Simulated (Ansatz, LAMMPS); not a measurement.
# Amorphous SiO1.8 (101 atoms): geometry optimisation

How does amorphous SiO1.8 (101 atoms) relax, and what do bonds, charges and levels look like afterwards?

Program: Ansatz 0.2.0. Level of theory: Kohn-Sham DFT, PBE, PAW (set soft_2), plane waves. Results are calculated unless marked as measured.

### Step 1. The starting structure

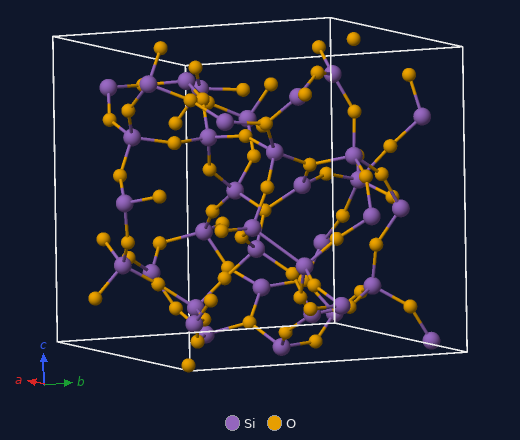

The cell as given, slightly off an axis (silicon purple, oxygen orange). Bonds to atoms that aren't drawn are left out.

The cell holds 101 atoms: 36 Si and 65 O. Cell: a = 11.593 Å, b = 11.593 Å, c = 11.593 Å, α = 90.0°, β = 90.0°, γ = 90.0°. 101 atoms (36 Si, 65 O) placed at random at 2.19 g/cm³, melted at 5000 K for 10 ps at fixed volume with the Tersoff Si-O potential (Munetoh et al., Comput. Mater. Sci. 39, 334 (2007)). Quenched from 5000 K to 300 K at 20 K/ps and fixed volume, annealed at 1900 K for 50 ps, held 5 ps, then minimised at fixed cell.

Limits known from the start: The quench rate of 20 K/ps is many orders above laboratory rates, so the cell is likely richer in defects and strain than a real sample. The starting topology of bonds comes from the classical model. Sampling is at Γ alone, for a cell whose shortest periodic width is 12 Å.

### Step 2. Single point at the start

The forces at the start show how far the geometry lies from a minimum of this functional.

input.yaml reads:

```yaml
crystal:
  lattice:
    - [11.5928, 0.0, 0.0]
    - [0.0, 11.5928, 0.0]
    - [0.0, 0.0, 11.5928]
  atoms:
    - { symbol: Si, position: [0.9481, 0.22546, 0.44427] }
    - { symbol: Si, position: [0.58813, 0.30476, 0.13126] }
    - { symbol: Si, position: [0.44659, 0.65622, 0.10294] }
    - { symbol: Si, position: [0.21702, 0.76543, 0.21107] }
    [... 91 atom lines left out ...]
    - { symbol: O, position: [0.31775, 0.24181, 0.47754] }
    - { symbol: O, position: [0.75395, 0.08324, 0.74517] }
    - { symbol: O, position: [0.26692, 0.80524, 0.33846] }
    - { symbol: O, position: [0.09188, 0.03902, 0.00725] }
    - { symbol: O, position: [0.88376, 0.54196, 0.3403] }
    - { symbol: O, position: [0.51149, 0.32537, 0.59054] }
kpoints:
  mp_grid: { grid: [1, 1, 1] }
hamiltonian:
  xc: pbe
scf:
  occupations: { method: gaussian, width: 0.05 }
output:
  forces: true
  stress: true
  populations: true
  dos:
    method: { smearing: { sigma: 0.08 } }
    de: 0.1
    projected: { site_lists: { O: [O], Si: [Si] } }
  eigenvalues: true
```

Command:

```console
$ ansatz run input.yaml --threads 4 --pin off --max-ram 8192MiB --backend cpu --events-out ev --progress --plain --runs-dir out
```

Wall time 27 s (4 threads of Arm Neoverse V1, shared host); peak memory 1.9 GiB; 1.7 min of CPU time.

Read from the output:

| Quantity | Value |
| --- | --- |
| free energy | -59822.8159 eV |
| free energy per atom | -592.3051 eV/atom |
| SCF cycles | 13 |
| pressure | 0.7807 GPa |
| r.m.s. force component | 1.611 eV/Å |
| longest force | 7.037 eV/Å |
| Fermi energy | 5.239 eV |
| gap (highest filled to lowest empty level) | 0.1682 eV |
| spilling of the projection | 0.01439 |

The r.m.s. force component of 1.6 eV/Å and the pressure of 0.78 GPa set the starting point.

Neighbours are counted within 2.16 Å (O-Si), 2.51 Å (Si-Si).

Length of the force by element and coordination:

```csv
element,coordination,atoms,mean length of the force (eV/Å),spread,least,most
O,all,65,2.00,1.61,0.239,7.04
O,2,58,1.94,1.64,0.239,7.04
O,3,7,2.51,1.28,0.872,4.19
Si,all,36,2.85,1.35,0.765,5.92
Si,3,8,3.43,1.18,1.69,4.88
Si,4,25,2.76,1.40,0.765,5.92
Si,5,3,2.04,0.595,1.27,2.72
```

### Step 3. Relaxation

The atoms are relaxed in the fixed cell, aiming at the force tolerance of the input.

input.yaml, the sections that differ from step 2:

```yaml
output:
  forces: true
relax:
  f_tol: 0.03
  max_steps: 200
# crystal, kpoints, hamiltonian, scf: as in step 2
```

Run time: 11 min. Hardware: 4 threads; peak memory 1.8 GiB; 43 min of CPU time.

Relaxation path (22 of 55):

```
step  energy less that of the first step (eV)  largest force component (eV/Å)
   1                                   0.0000                          6.3560
   4                                 -21.7603                          2.0358
   6                                 -26.4270                          1.1015
   9                                 -29.3209                          0.6266
  11                                 -30.1985                          0.5107
  14                                 -31.0463                          0.4883
  16                                 -31.6130                          0.6024
  19                                 -32.3721                          0.6645
  22                                 -33.0800                          0.6593
  24                                 -33.3141                          0.9394
  27                                 -33.6755                          0.1453
  29                                 -33.7385                          0.1438
  32                                 -33.8932                          0.5238
  34                                 -34.1933                          0.5052
  37                                 -34.5850                          0.6126
  40                                 -35.3425                          1.1975
  42                                 -36.0477                          0.7747
  45                                 -36.4328                          0.3294
  47                                 -36.4987                          0.1371
  50                                 -36.5443                          0.0633
  52                                 -36.5533                          0.0468
  55                                 -36.5565                          0.0220
```

Relaxation steps 46, 51, 54 were tried and not accepted.

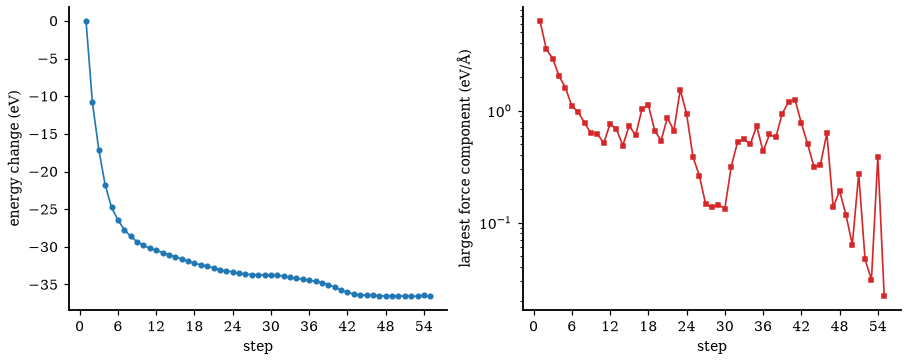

Energy and largest force along the relaxation.

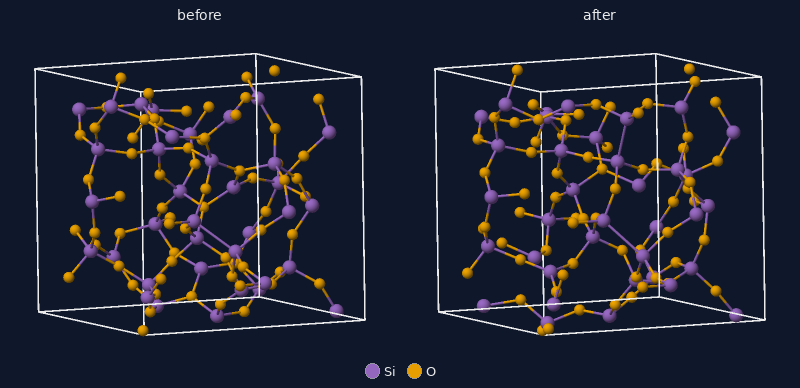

The structure before and after the relaxation, drawn at the same scale. Bonds to atoms that aren't drawn are left out.

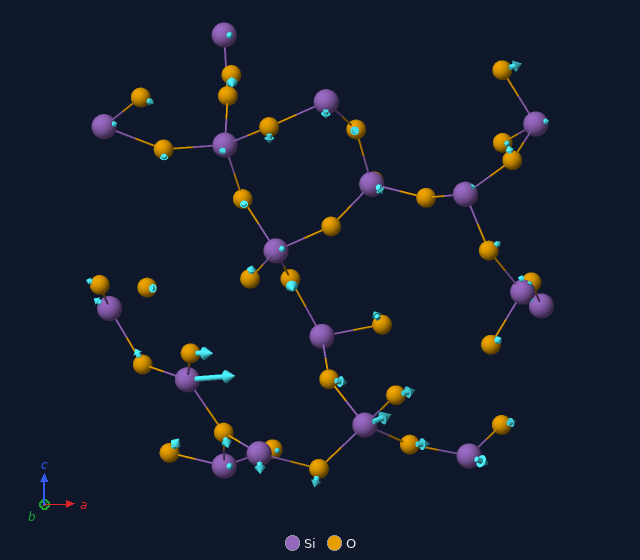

Displacements in the relaxation, scaled; the longest in the cell stands for 3.50 Å. Drawn is a slice 4 Å thick, seen along the normal of the ac plane. Bonds to atoms that aren't drawn are left out.

The atoms that moved most (Å):

| atom | dx | dy | dz | length |
| --- | --- | --- | --- | --- |
| Si6 | 2.699 | -2.196 | 0.403 | 3.503 |
| Si23 | 0.797 | -1.220 | -2.339 | 2.756 |
| O51 | -0.216 | 2.420 | -0.328 | 2.452 |
| O57 | 0.080 | -0.393 | 1.621 | 1.670 |
| Si2 | 1.379 | 0.748 | 0.452 | 1.632 |
| O55 | 1.101 | -0.959 | 0.072 | 1.462 |
| Si20 | 0.137 | -0.128 | 1.449 | 1.461 |
| Si24 | -1.355 | -0.368 | 0.239 | 1.424 |

The relaxation changed the energy by -362 meV/atom, and atoms moved by 0.88 Å r.m.s., 3.5 Å at most.

### Step 4. Structure statistics after relaxation

Bonds before and after, by the cutoffs listed below:

```
 pair  bonds before  bonds after  mean before (Å)  mean after (Å)  spread before (Å)  spread after (Å)
 O-Si           137          131            1.672           1.657              0.040             0.053
Si-Si             1            3            2.444           2.342              0.000             0.058
```

Density 2.19 g/cm³, 15.43 Å³ an atom.

Pair distribution functions g(r), in bins of 0.2 Å:

```
r (Å)  total   O-O   O-Si  Si-Si
 1.50   0.24  0.00   0.54   0.00
 1.70   5.44  0.00  11.85   0.00
 1.90   0.14  0.00   0.31   0.00
 2.10   0.03  0.00   0.06   0.00
 2.30   0.15  0.21   0.00   0.52
 2.50   0.88  2.08   0.00   0.15
 2.70   1.77  4.18   0.10   0.00
 2.90   0.77  1.16   0.22   1.46
 3.10   0.94  0.46   0.66   3.50
 3.30   0.74  0.48   0.67   1.79
 3.50   0.70  0.62   0.91   0.23
 3.70   0.92  0.56   1.34   0.56
 3.90   0.92  0.52   1.35   0.63
 4.10   1.11  0.67   1.71   0.40
 4.30   1.18  0.92   1.48   0.92
 4.50   0.94  1.00   0.90   0.94
 4.70   0.98  1.29   0.62   1.30
 4.90   0.97  1.44   0.66   0.59
 5.10   1.10  1.44   0.76   1.22
 5.30   1.07  1.16   0.92   1.29
 5.50   0.94  0.77   1.02   1.23
 5.70   0.96  0.96   0.91   1.15
```

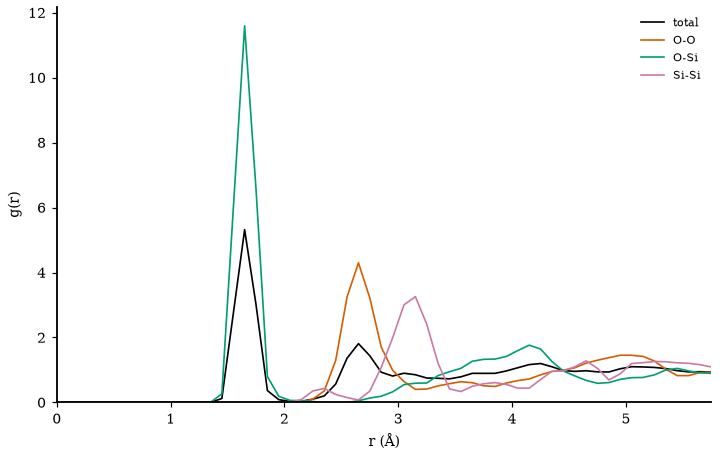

Pair distribution functions, lightly smoothed.

Bonds by pair of elements; cutoffs follow the first minimum of g(r), held within bounds set by covalent radii, and pairs that aren't listed don't count as bonded:

| pair A-B | cutoff (Å) | bonds | mean length (Å) | spread (Å) | shortest (Å) | B about A | A about B |
| --- | --- | --- | --- | --- | --- | --- | --- |
| O-Si | 2.08 | 131 | 1.66 | 0.053 | 1.57 | 2.02 | 3.64 |
| Si-Si | 2.51 | 3 | 2.34 | 0.058 | 2.26 | 0.167 | 0.167 |

How many atoms have how many bonded neighbours:

```csv
element,mean,2,3,4,5
O,2.02,64,1,0,0
Si,3.81,3,3,28,2
```

Bond angles, per cent of each kind in bins of 5°:

```csv
angle (°),O-Si-O,Si-O-Si,O-Si-Si
80–85,0.5,0.0,0.0
85–90,2.2,0.0,5.6
90–95,5.0,0.0,11.1
95–100,3.9,0.0,16.7
100–105,19.2,0.0,16.7
105–110,26.4,0.0,5.6
110–115,24.7,1.5,11.1
115–120,7.1,4.5,5.6
120–125,7.7,7.5,16.7
125–130,1.7,11.9,0.0
130–135,0.0,14.9,5.6
135–140,0.5,6.0,0.0
140–145,0.0,13.4,5.6
145–150,0.0,13.4,0.0
150–155,0.0,6.0,0.0
155–160,0.0,6.0,0.0
160–165,0.0,7.5,0.0
165–170,0.0,3.0,0.0
170–175,1.1,1.5,0.0
175–180,0.0,3.0,0.0
```

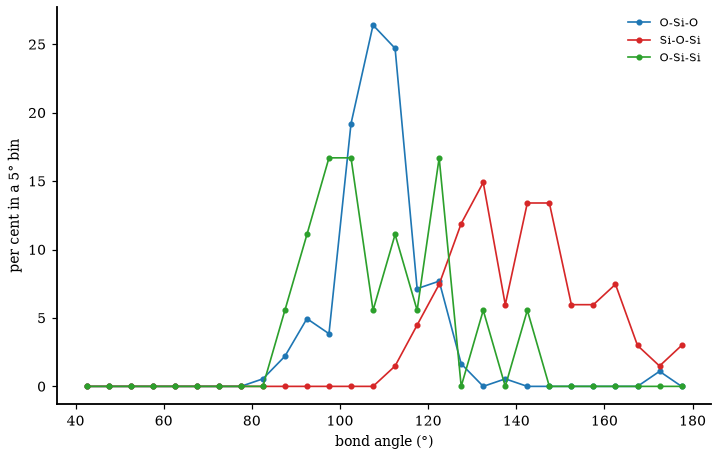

Distributions of the most common bond angles.

Bond angles (no mean is given where the spread exceeds 20°):

| angle | count | mean (°) | spread (°) |
| --- | --- | --- | --- |
| O-Si-O | 182 | 109 | 10.8 |
| Si-O-Si | 67 | 142 | 15.1 |
| O-Si-Si | 18 | 109 | 14.5 |

Oxygen atoms by the number of network formers (Si, P, Ge, B, Al, As, Ga) bound to them:

```
network formers bound to O  O atoms  per cent
                         0        0         0
                         1        0         0
                         2       64      98.5
                         3        1       1.5
```

Network units: each former by its oxygen neighbours and how many of them bridge to another former:

```
former  O neighbours  bridging O  atoms
    Si             2           2      3
    Si             3           3      9
    Si             4           4     22
    Si             5           5      2
```

Bond length by coordination (bonds to H left out):

| element | coordination | atoms | mean bond length (Å) |
| --- | --- | --- | --- |
| O | 2 | 64 | 1.65 |
| O | 3 | 1 | 1.85 |
| Si | 2 | 3 | 1.74 |
| Si | 3 | 3 | 1.63 |
| Si | 4 | 28 | 1.69 |
| Si | 5 | 2 | 1.73 |

Rings of the network by King's shortest-path rule, up to 12 atoms, one path for each pair of neighbours; H, halogens, alkali and alkaline-earth atoms are left out, and the last column divides by all other atoms, bonded or not:

| ring size (atoms) | rings | per network atom |
| --- | --- | --- |
| 5 | 1 | 0.01 |
| 6 | 1 | 0.01 |
| 7 | 1 | 0.01 |
| 8 | 6 | 0.059 |
| 9 | 1 | 0.01 |
| 10 | 7 | 0.069 |
| 11 | 6 | 0.059 |
| 12 | 13 | 0.129 |

For some of the pairs, g(r) has its first main peak near 2.7 Å (O-O), 1.6 Å (O-Si) and 3.1 Å (Si-Si). By these cutoffs 98 % of O atoms have 2 and 78 % of Si atoms have 4 bonded neighbours. The O-Si-O angle averages 109° with a spread of 11°. 98 % of the oxygens bridge two formers (Si) and 0 % are non-bridging; 2 % join three. The commonest Si unit has 4 oxygens, 4 of them shared with other formers (22 of 36 atoms). Rings of 12 atoms are the most common (36 % of those counted); sizes run from 5 to 12, where the search stops.

### Step 5. Single point at the relaxed geometry

One more single point at the end of the walk gives the fuller output and checks the residual forces.

input.yaml reads:

```yaml
crystal:
  lattice:
    - [11.5928, 0.0, 0.0]
    - [0.0, 11.5928, 0.0]
    - [0.0, 0.0, 11.5928]
  atoms:
    - { symbol: Si, position: [0.96356, 0.22949, 0.46166] }
    - { symbol: Si, position: [0.70705, 0.36927, 0.17027] }
    - { symbol: Si, position: [0.42203, 0.61927, 0.14824] }
    - { symbol: Si, position: [0.21003, 0.7703, 0.20673] }
    [... 91 atom lines left out ...]
    - { symbol: O, position: [0.3223, 0.21504, 0.52266] }
    - { symbol: O, position: [0.76449, 0.07795, 0.72765] }
    - { symbol: O, position: [0.25026, 0.84957, 0.3145] }
    - { symbol: O, position: [0.07242, 0.02745, 0.01042] }
    - { symbol: O, position: [0.84389, 0.53969, 0.34755] }
    - { symbol: O, position: [0.52742, 0.32103, 0.5957] }
kpoints:
  mp_grid: { grid: [1, 1, 1] }
hamiltonian:
  xc: pbe
scf:
  occupations: { method: gaussian, width: 0.05 }
output:
  forces: true
  stress: true
  populations: true
  dos:
    method: { smearing: { sigma: 0.15 } }
    de: 0.1
    projected: { site_lists: { O: [O], Si: [Si] } }
  eigenvalues: true
  write_density: true
  write_potential: true
  volumetric_format: npy
```

Run time: 26 s. Hardware: 4 threads; peak memory 1.8 GiB.

The program notes that the exchange-correlation potential is rough where the density is thin.

The run gave:

| Item | Value |
| --- | --- |
| free energy | -59859.3724 eV |
| free energy per atom | -592.6671 eV/atom |
| SCF cycles | 10 |
| pressure | -1.598 GPa |
| r.m.s. force component | 0.00519 eV/Å |
| longest force | 0.02299 eV/Å |
| Fermi energy | 4.194 eV |
| gap (highest filled to lowest empty level) | 1.924 eV |
| spilling of the projection | 0.01388 |

Löwdin charges by element and coordination (they lack the spilled electrons, 0.073 e an atom on average):

```csv
element,coordination,atoms,mean charge (e),spread,least,most
O,all,65,-0.771,0.02,-0.793,-0.699
O,2,64,-0.772,0.0182,-0.793,-0.699
O,3,1,-0.703,0,-0.703,-0.703
Si,all,36,1.60,0.272,0.838,1.81
Si,2,3,0.895,0.0414,0.838,0.933
Si,3,3,1.50,0.205,1.33,1.78
Si,4,28,1.68,0.172,1.30,1.81
Si,5,2,1.71,0.0062,1.70,1.72
```

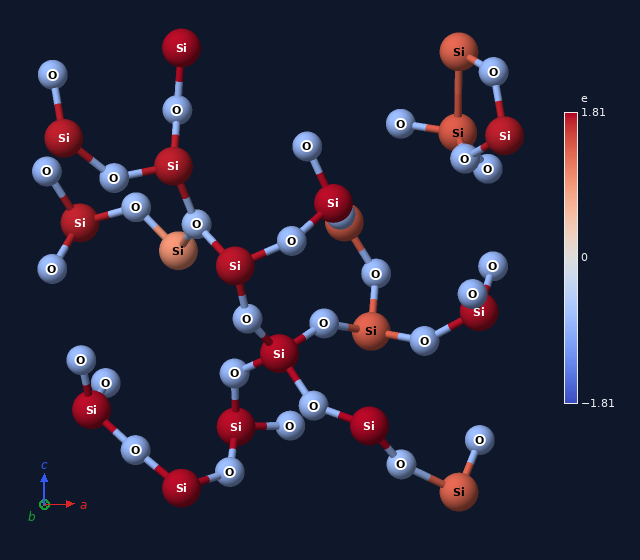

Atoms coloured by Löwdin charge. Drawn is a slice 4 Å thick, seen along the normal of the ac plane.

States in the cell by windows of 1 eV, zero at the Fermi level; the larger projections on atomic orbitals stand beside the total:

| from (eV) | to (eV) | total | O p | Si p | Si s |
| --- | --- | --- | --- | --- | --- |
| -18 | -13 | 0.0 | 0.0 | 0.0 | 0.0 |
| -13 | -12 | 3.2 | 2.1 | 0.1 | 0.9 |
| -12 | -11 | 16.8 | 10.8 | 0.8 | 4.5 |
| -11 | -10 | 19.5 | 13.0 | 1.6 | 4.0 |
| -10 | -9 | 23.6 | 16.6 | 3.0 | 2.9 |
| -9 | -8 | 39.2 | 29.7 | 7.6 | 1.0 |
| -8 | -7 | 30.6 | 23.2 | 6.2 | 0.4 |
| -7 | -6 | 38.7 | 30.4 | 5.4 | 0.5 |
| -6 | -5 | 69.2 | 61.0 | 4.6 | 0.4 |
| -5 | -4 | 78.7 | 72.8 | 3.0 | 0.4 |
| -4 | -3 | 59.6 | 56.0 | 1.6 | 0.6 |
| -3 | -2 | 18.3 | 14.3 | 1.7 | 1.6 |
| -2 | -1 | 5.4 | 2.7 | 1.1 | 1.4 |
| -1 | 0 | 1.4 | 0.4 | 0.4 | 0.5 |
| 0 | 1 | 1.2 | 0.2 | 0.2 | 0.6 |
| 1 | 2 | 5.7 | 0.8 | 4.0 | 0.5 |
| 2 | 3 | 10.9 | 1.3 | 4.9 | 2.4 |
| 3 | 4 | 16.8 | 1.8 | 7.8 | 3.1 |
| 4 | 5 | 26.6 | 2.9 | 12.3 | 4.4 |

Between -24 and -18 eV lie 130 more states.

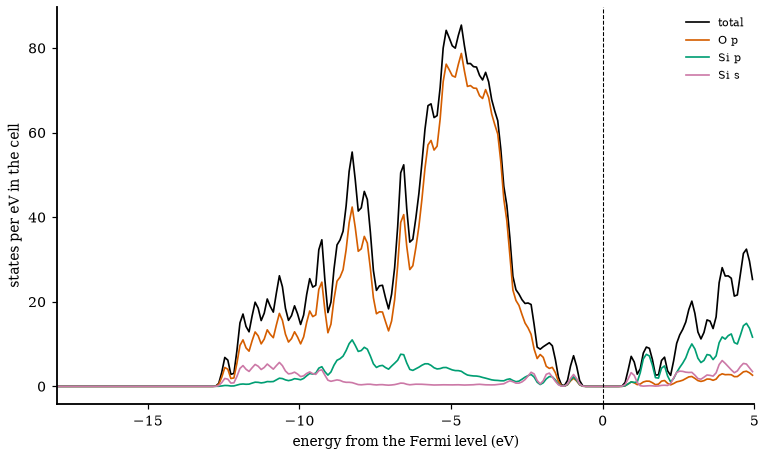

Total and projected density of states, with the broadening of the input.

The levels nearest the highest filled one (over half full), pooled over k-points and spins:

```csv
level less the highest filled one (eV),occupation
-1.40,2
-1.32,2
-1.07,2
-0.858,2
-0.670,2
0,2
1.92,0
2.33,0
2.53,0
2.97,0
3.38,0
3.55,0
```

Mean Löwdin charges: O -0.77, Si +1.60 e (they miss 1.4 % of the electrons, so they add up to more than the cell's charge). The largest share in the top eV of filled states is O p (48 % of the projected weight), and in the lowest eV of empty states Si p (67 % of the projected weight).

1 further run on a deliberately doubtful input is not shown.

### Step 6. Outcome

```
energy change in the relaxation                      : -361.9 meV/atom
r.m.s. displacement                                  : 0.879 Å
largest displacement                                 : 3.503 Å
free energy per atom                                 : -592.6671 eV/atom
pressure                                             : -1.598 GPa
r.m.s. force component                               : 0.00519 eV/Å
gap (highest filled to lowest empty level)     : 1.924 eV
wall time of the 4 DFT runs, those left out included : 12 min
```

What this shows: Relaxation lowers the energy by 362 meV/atom and moves atoms by 0.88 Å r.m.s.; the r.m.s. force component goes from 1.6 to 0.0052 eV/Å, the pressure goes from 0.78 to -1.6 GPa, and the gap from 0.168 to 1.92 eV. By the final cutoffs 10 of 138 bonded pairs parted and 6 joined. From the first step to the last the energy fell by 36.556 eV, and the largest move was 3.50 Å (Si6). The O-Si bonds go from 1.672 Å (spread 0.040) to 1.657 Å (spread 0.053), and their number from 137 to 131. By these cutoffs 98 % of O atoms have 2 and 78 % of Si atoms have 4 bonded neighbours. 98 % of the oxygens bridge two formers (Si) and 0 % are non-bridging; 2 % join three. The highest filled and lowest empty levels differ by 1.92 eV (at Γ alone); a semilocal functional tends to put such gaps too low. In a disordered cell it changes from sample to sample, and tail or defect levels can set it.

Caveats: The network of bonds at the start is that of the classical potential that made the cell; in DFT 10 of its 138 bonded pairs passed out of the cutoffs and 6 came within them. The pressure of -1.6 GPa means that a free cell would contract at this level.

[Logs are printed without paths, hosts, clocks, repeated set-up lines and the standing remarks that a program may print on its own settings, such as how far it seeks lower states.]

[Hosts, paths, dates, database ids (printed as entryN), source tags and the programs' standing remarks are cut or masked in the printed files.]
